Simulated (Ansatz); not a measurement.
## Nudged elastic band, with input and output: C3H5AlF2

System: C3H5AlF2, SMILES [CH3][Al]1[CH2][C]1(F)F.
Method: RKS PBE0/def2-SVP (Ansatz 0.2.0).

It belongs to a series of runs on one base structure; here: band between the two ends. Figures and captions count atoms from 1; the log counts them from 0 in places.

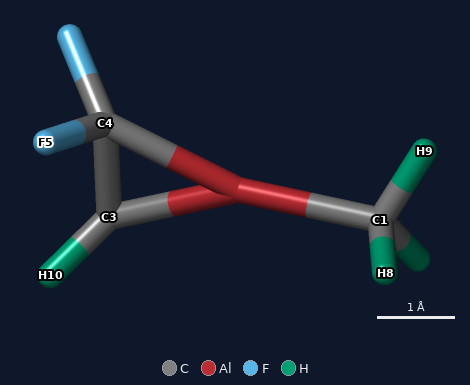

**Figure 1.** The input geometry (stick view, seen at a tilt; atoms are numbered from 1 in the order of the input). Sticks mark near contacts.

Input:
```yaml
crystal:
  periodic: [false, false, false]
  atoms:
    - { symbol: C, position_ang: [-1.201712, -1.285268, 1.470798] }
    - { symbol: Al, position_ang: [-0.190765, -0.154426, 0.255527] }
    - { symbol: C, position_ang: [1.134299, 0.133213, -1.126573] }
    - { symbol: C, position_ang: [0.417626, 1.432576, -0.703822] }
    - { symbol: F, position_ang: [-0.387563, 1.889865, -1.707329] }
    - { symbol: F, position_ang: [1.239605, 2.445467, -0.345159] }
    - { symbol: H, position_ang: [-0.615879, -2.165889, 1.778178] }
    - { symbol: H, position_ang: [-2.108247, -1.65593, 0.962452] }
    - { symbol: H, position_ang: [-1.524205, -0.740898, 2.371379] }
    - { symbol: H, position_ang: [1.137766, -0.080999, -2.205771] }
    - { symbol: H, position_ang: [2.164475, 0.125288, -0.72908] }
basis:
  gaussian: { orbitals: def2-SVP }
hamiltonian:
  xc: pbe0
neb:
  order_check: false
  images: 5
  f_tol: 0.05
  max_iterations: 60
  initial_path: idpp
  optimiser: fire
  climbing: immediate
  final_atoms:
    - { symbol: C, position_ang: [-1.21639644, -1.28431313, 1.46285098] }
    - { symbol: Al, position_ang: [-0.21112607, -0.15588425, 0.24016921] }
    - { symbol: C, position_ang: [1.27971208, 0.19315483, -0.94601633] }
    - { symbol: C, position_ang: [0.28671757, 1.37477496, -0.864426] }
    - { symbol: F, position_ang: [-0.34954808, 1.57087373, -2.05297308] }
    - { symbol: F, position_ang: [0.85267856, 2.55066105, -0.50140819] }
    - { symbol: H, position_ang: [-1.91711363, -1.91671199, 0.89157356] }
    - { symbol: H, position_ang: [-1.80885423, -0.69700368, 2.18065229] }
    - { symbol: H, position_ang: [-0.54876605, -1.9584942, 2.02242385] }
    - { symbol: H, position_ang: [1.46725066, -0.18174752, -1.96340902] }
    - { symbol: H, position_ang: [2.23084561, 0.44768919, -0.44883727] }
```

Run on 2 threads of Intel Xeon @ 2.50GHz (Skylake/Cascade Lake), 16 GiB of memory available, shared host.

Command:
```bash
ansatz run input.yaml --threads 2 --pin off --max-ram 3072MiB --backend cpu --events-out ev --progress --plain --runs-dir out
```

Log:
```
Engine: ansatz 0.2.0, x86_64-unknown-linux-gnu
Functional definition: PBE0
  parameter a = 0.25
  parameter kappa = 0.804
  parameter beta = 0.06672455060314922
  exchange = (1 - a)*pbe_x(kappa = kappa, mu = beta*pi^2/3) + a*exact_x
  correlation = pbe_c(beta = beta)
1212 factors; integrals over basis functions are off by at most 3.9e-4 eV
mean field evaluation 1: about -15191.4059 eV, gradient 6.2e1 eV
mean field evaluation 2: about -15188.1460 eV, gradient 6.8e1 eV
mean field evaluation 4: about -15200.7094 eV, gradient 3.6e0 eV
mean field evaluation 8: about -15200.7758 eV, gradient 1.7e-1 eV
mean field evaluation 16: about -15200.7759 eV, gradient 2.2e-5 eV
mean field -15200.77590265 eV, -558.6182109664 hartree, gradient 2.2e-5 eV, S^2 0.000000; 0 other end points of the search recorded, 0 dependent functions left out
the calculation of the forces begins
reference -15200.77593128 eV, -558.6182120186 hartree; 27, 27 occupied and 86, 86 virtual orbitals, 1212 factors
1212 factors; integrals over basis functions are off by at most 4.2e-4 eV
mean field evaluation 32: about -15200.7754 eV, gradient 2.2e-4 eV
mean field -15200.77537028 eV, -558.6181914022 hartree, gradient 2.4e-5 eV, S^2 0.000000; 0 other end points of the search recorded, 0 dependent functions left out
[... from here on the field's lines of each further geometry are left out, up to the last ...]
NEB iter   1: max|band force component| = 2.154e-1 eV/Å  barrier→ = 0.0048 eV  barrier← = 0.0043 eV  CI = image 3  Δτ_max = 0.0037 Å  (196 SCF iters)
NEB iter   2: max|band force component| = 8.651e-2 eV/Å  barrier→ = 0.0038 eV  barrier← = 0.0033 eV  CI = image 3  Δτ_max = 0.0041 Å  (121 SCF iters)
NEB iter   3: max|band force component| = 1.339e-1 eV/Å  barrier→ = 0.0034 eV  barrier← = 0.0029 eV  CI = image 3  Δτ_max = 0.0005 Å  (122 SCF iters)
NEB iter   4: max|band force component| = 1.107e-1 eV/Å  barrier→ = 0.0032 eV  barrier← = 0.0026 eV  CI = image 3  Δτ_max = 0.0009 Å  (102 SCF iters)
NEB iter   5: max|band force component| = 7.102e-2 eV/Å  barrier→ = 0.0029 eV  barrier← = 0.0023 eV  CI = image 3  Δτ_max = 0.0012 Å  (106 SCF iters)
NEB iter   6: max|band force component| = 6.640e-2 eV/Å  barrier→ = 0.0027 eV  barrier← = 0.0022 eV  CI = image 3  Δτ_max = 0.0013 Å  (105 SCF iters)
NEB iter   7: max|band force component| = 9.806e-2 eV/Å  barrier→ = 0.0026 eV  barrier← = 0.0021 eV  CI = image 3  Δτ_max = 0.0014 Å  (105 SCF iters)
NEB iter   8: max|band force component| = 1.092e-1 eV/Å  barrier→ = 0.0024 eV  barrier← = 0.0019 eV  CI = image 3  Δτ_max = 0.0014 Å  (104 SCF iters)
NEB iter   9: max|band force component| = 8.539e-2 eV/Å  barrier→ = 0.0022 eV  barrier← = 0.0016 eV  CI = image 3  Δτ_max = 0.0019 Å  (104 SCF iters)
NEB iter  10: max|band force component| = 4.596e-2 eV/Å  barrier→ = 0.0018 eV  barrier← = 0.0013 eV  CI = image 3  Δτ_max = 0.0309 Å  (109 SCF iters)
NEB iter  11: max|band force component| = 4.565e-2 eV/Å  barrier→ = 0.0016 eV  barrier← = 0.0011 eV  CI = image 4  Δτ_max = 0.0291 Å  (30 SCF iters)
the calculation of the forces begins
reference -15200.77493663 eV, -558.6181754657 hartree; 27, 27 occupied and 86, 86 virtual orbitals, 1212 factors
1212 factors; integrals over basis functions are off by at most 4.1e-4 eV
mean field -15200.77449832 eV, -558.6181593583 hartree, gradient 4.4e-5 eV, S^2 0.000000; 1 other end points of the search recorded, 0 dependent functions left out
the calculation of the forces begins
reference -15200.77452641 eV, -558.6181603907 hartree; 27, 27 occupied and 86, 86 virtual orbitals, 1212 factors
NEB iter  12: max|band force component| = 4.440e-2 eV/Å  barrier→ = 0.0014 eV  barrier← = 0.0009 eV  CI = image 2  Δτ_max = 0.0000 Å  (177 SCF iters)
```

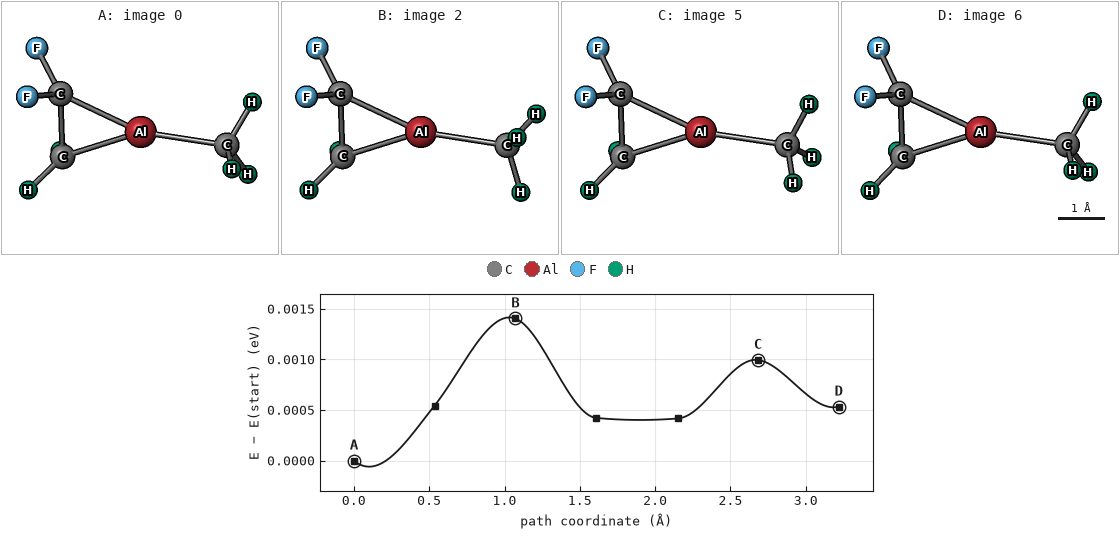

**Figure 2.** Images of the last band (counted from 0; ball-and-stick, seen at a tilt) above the energy along the path; the line is a cubic interpolation that uses the forces. The highest image is number 2, 0.001 eV above the start and 0.001 eV above the end (the climbing image); the end lies 0.001 eV above the start. The path is 3.22 Å long. The band converged in 12 iterations.

```
Total energy: -15200.77452641 eV, -558.6181603907 hartree
Atom 0 at    -1.234392    -1.294096     1.441920 Å, force    -0.018505    -0.028467     0.001671 eV/Å
Atom 1 at    -0.207701    -0.155167     0.241961 Å, force     0.012672     0.001083    -0.021028 eV/Å
Atom 2 at     1.266976     0.178175    -0.970931 Å, force    -0.005709    -0.007709     0.006286 eV/Å
Atom 3 at     0.327847     1.393861    -0.825471 Å, force    -0.006328     0.006053     0.005850 eV/Å
Atom 4 at    -0.351590     1.626817    -1.985637 Å, force    -0.007475    -0.011989     0.022752 eV/Å
Atom 5 at     0.946413     2.546143    -0.476471 Å, force    -0.009513    -0.015584     0.007956 eV/Å
Atom 6 at    -0.880676    -2.336625     1.405059 Å, force     0.003353     0.017301    -0.000007 eV/Å
Atom 7 at    -2.301947    -1.285868     1.164480 Å, force     0.018998     0.015584     0.002976 eV/Å
Atom 8 at    -1.172553    -0.949400     2.487949 Å, force     0.017360     0.027031    -0.043079 eV/Å
Atom 9 at     1.448652    -0.154984    -2.004122 Å, force    -0.003983    -0.001118     0.009582 eV/Å
Atom 10 at     2.224372     0.374142    -0.458136 Å, force    -0.000870    -0.002186     0.007041 eV/Å
Dipole moment:    -0.176400    -0.630209     0.470922 e Å
this run last wrote the band of iteration 12 to [file]; this run last wrote the band within `neb.f_tol` of iteration 11 to [file]
```

The last band as extended XYZ (Å, eV, eV/Å):
```
11
Properties=species:S:1:pos:R:3:forces:R:3 image=0 energy=-15200.77590
C    -1.2017   -1.2853    1.4708   -0.0041   0.0039  -0.0013
Al   -0.1908   -0.1544    0.2555    0.0008   0.0005  -0.0052
C     1.1343    0.1332   -1.1266    0.0065   0.0000   0.0062
C     0.4176    1.4326   -0.7038   -0.0040  -0.0010  -0.0110
F    -0.3876    1.8899   -1.7073    0.0061  -0.0018   0.0089
F     1.2396    2.4455   -0.3452   -0.0006  -0.0028  -0.0016
H    -0.6159   -2.1659    1.7782    0.0016   0.0023   0.0037
H    -2.1082   -1.6559    0.9625    0.0011   0.0036   0.0027
H    -1.5242   -0.7409    2.3714   -0.0012  -0.0096   0.0006
H     1.1378   -0.0810   -2.2058    0.0004   0.0032  -0.0002
H     2.1645    0.1253   -0.7291   -0.0066   0.0017  -0.0027
11
Properties=species:S:1:pos:R:3:forces:R:3 image=1 energy=-15200.77536
C    -1.2163   -1.2906    1.4585   -0.0134  -0.0244   0.0133
Al   -0.1996   -0.1544    0.2489    0.0121   0.0030  -0.0152
C     1.2045    0.1520   -1.0511   -0.0061  -0.0084   0.0038
C     0.3696    1.4173   -0.7647   -0.0076   0.0044   0.0019
F    -0.3782    1.7633   -1.8527   -0.0030  -0.0094   0.0159
F     1.0926    2.5032   -0.4043   -0.0088  -0.0142   0.0064
H    -0.7330   -2.2716    1.5918   -0.0005   0.0200  -0.0052
H    -2.2258   -1.4693    1.0490    0.0222   0.0179   0.0000
H    -1.3479   -0.8283    2.4502    0.0112   0.0119  -0.0335
H     1.2952   -0.1252   -2.1124   -0.0026   0.0013   0.0086
H     2.2042    0.2465   -0.5927   -0.0036  -0.0021   0.0042
11
Properties=species:S:1:pos:R:3:forces:R:3 image=2 energy=-15200.77450
C    -1.2344   -1.2941    1.4419   -0.0185  -0.0285   0.0017
Al   -0.2077   -0.1552    0.2420    0.0127   0.0011  -0.0210
C     1.2670    0.1782   -0.9709   -0.0057  -0.0077   0.0063
C     0.3278    1.3939   -0.8255   -0.0063   0.0061   0.0059
F    -0.3516    1.6268   -1.9856   -0.0075  -0.0120   0.0228
F     0.9464    2.5461   -0.4765   -0.0095  -0.0156   0.0080
H    -0.8807   -2.3366    1.4051    0.0034   0.0173   0.0000
H    -2.3019   -1.2859    1.1645    0.0190   0.0156   0.0030
H    -1.1726   -0.9494    2.4879    0.0174   0.0270  -0.0431
H     1.4487   -0.1550   -2.0041   -0.0040  -0.0011   0.0096
H     2.2244    0.3741   -0.4581   -0.0009  -0.0022   0.0070
11
Properties=species:S:1:pos:R:3:forces:R:3 image=3 energy=-15200.77548
C    -1.2562   -1.2950    1.4170   -0.0033  -0.0011   0.0050
Al   -0.2168   -0.1623    0.2276   -0.0098  -0.0108  -0.0264
C     1.3223    0.2103   -0.8869    0.0137   0.0008  -0.0181
C     0.2922    1.3600   -0.8839   -0.0167   0.0239   0.0404
F    -0.3125    1.4827   -2.1004    0.0105  -0.0118  -0.0077
F     0.7992    2.5709   -0.5544    0.0051  -0.0072  -0.0045
H    -1.0558   -2.3619    1.2327   -0.0026   0.0016   0.0034
H    -2.3368   -1.1139    1.3070    0.0027  -0.0011   0.0005
H    -0.9949   -1.0821    2.4672    0.0054   0.0044   0.0043
H     1.5998   -0.1698   -1.8816    0.0011  -0.0004  -0.0007
H     2.2247    0.5041   -0.3237   -0.0061   0.0015   0.0037
11
Properties=species:S:1:pos:R:3:forces:R:3 image=4 energy=-15200.77549
C    -1.2743   -1.2909    1.4050    0.0015  -0.0031   0.0021
Al   -0.2275   -0.1596    0.2207   -0.0155  -0.0023  -0.0219
C     1.3658    0.2521   -0.8009    0.0120  -0.0098  -0.0119
C     0.2642    1.3241   -0.9486   -0.0068   0.0243   0.0278
F    -0.2462    1.3360   -2.2131    0.0088  -0.0105  -0.0039
F     0.6640    2.5839   -0.6558    0.0027  -0.0055  -0.0034
H    -1.2465   -2.3398    1.0682   -0.0011   0.0014   0.0024
H    -2.3247   -0.9694    1.4678    0.0006  -0.0016   0.0020
H    -0.8518   -1.2650    2.4235    0.0051   0.0030   0.0039
H     1.7377   -0.1708   -1.7464    0.0001   0.0014  -0.0003
H     2.2047    0.6424   -0.1997   -0.0073   0.0027   0.0031
11
Properties=species:S:1:pos:R:3:forces:R:3 image=5 energy=-15200.77491
C    -1.2829   -1.2905    1.4027   -0.0247  -0.0174   0.0071
Al   -0.2289   -0.1610    0.2188    0.0062   0.0099  -0.0143
C     1.4026    0.3029   -0.7207   -0.0035  -0.0101   0.0064
C     0.2438    1.2814   -1.0129   -0.0039   0.0049   0.0070
F    -0.1627    1.1902   -2.3110   -0.0069  -0.0103   0.0124
F     0.5345    2.5807   -0.7651   -0.0031  -0.0145   0.0045
H    -1.4462   -2.2777    0.9370    0.0142   0.0224   0.0015
H    -2.2689   -0.8543    1.6253    0.0164  -0.0005  -0.0025
H    -0.7607   -1.4686    2.3579    0.0124   0.0213  -0.0372
H     1.8620   -0.1511   -1.6120   -0.0032  -0.0001   0.0100
H     2.1728    0.7910   -0.0995   -0.0040  -0.0056   0.0049
11
Properties=species:S:1:pos:R:3:forces:R:3 image=6 energy=-15200.77537
C    -1.2731   -1.2809    1.4166    0.0008  -0.0004   0.0009
Al   -0.2259   -0.1579    0.2245    0.0001  -0.0005   0.0041
C     1.3723    0.2512   -0.7904   -0.0071  -0.0025  -0.0038
C     0.2650    1.3167   -0.9569    0.0072   0.0104   0.0067
F    -0.2174    1.3357   -2.2308   -0.0037  -0.0035  -0.0010
F     0.6557    2.5757   -0.6456   -0.0017  -0.0026  -0.0048
H    -1.8219   -2.0353    0.8275   -0.0011  -0.0009  -0.0013
H    -2.0144   -0.7033    1.9893    0.0000  -0.0003  -0.0005
H    -0.6254   -1.8245    2.1225   -0.0008   0.0004  -0.0007
H     1.7348   -0.1877   -1.7321    0.0056   0.0015  -0.0015
H     2.2156    0.6532   -0.2040    0.0007  -0.0015   0.0019
```

Results in brief:

- outcome: converged
- barrier, forward: 0.001 eV
- barrier, backward: 0.001 eV
- wall time: 3 min (CPU time 5.8 min)
- peak memory: 0.28 GiB

Remarks:

The order of the saddle point was not checked.
